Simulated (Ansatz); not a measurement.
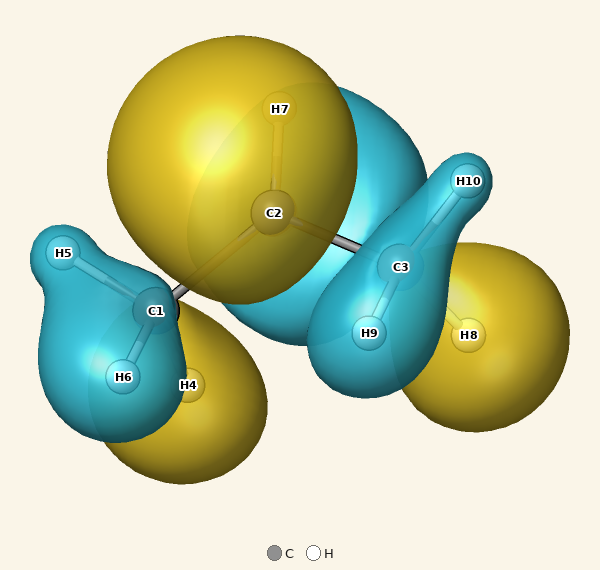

Figure. C₃H₇ (doublet). The HOMO (α) at ±0.08 Å⁻³ᐟ² (yellow and cyan are the two phases), seen at a tilt.

Geometry: B3LYP-D3(BJ)/6-311G**.

Level of theory: isolated molecule in a Gaussian basis; Kohn-Sham density functional theory, functional PBE0 in Ansatz.

```tsv
atom	x (Å)	y (Å)	z (Å)
C	-1.8449	-1.6135	1.1689
C	-1.3838	-0.4008	1.9002
C	-1.1612	0.8842	1.1809
H	-2.8954	-1.5237	0.8432
H	-1.7770	-2.5146	1.7830
H	-1.2591	-1.7785	0.2557
H	-1.4226	-0.3954	2.9838
H	-2.1102	1.3449	0.8571
H	-0.5708	0.7361	0.2679
H	-0.6453	1.6195	1.8030
```

Q: Describe this orbital and give its energy.

A: It lies mainly on C2 (about 60 %), C1 (about 10 %) and C3 (about 10 %). Its energy is −5.40 eV.
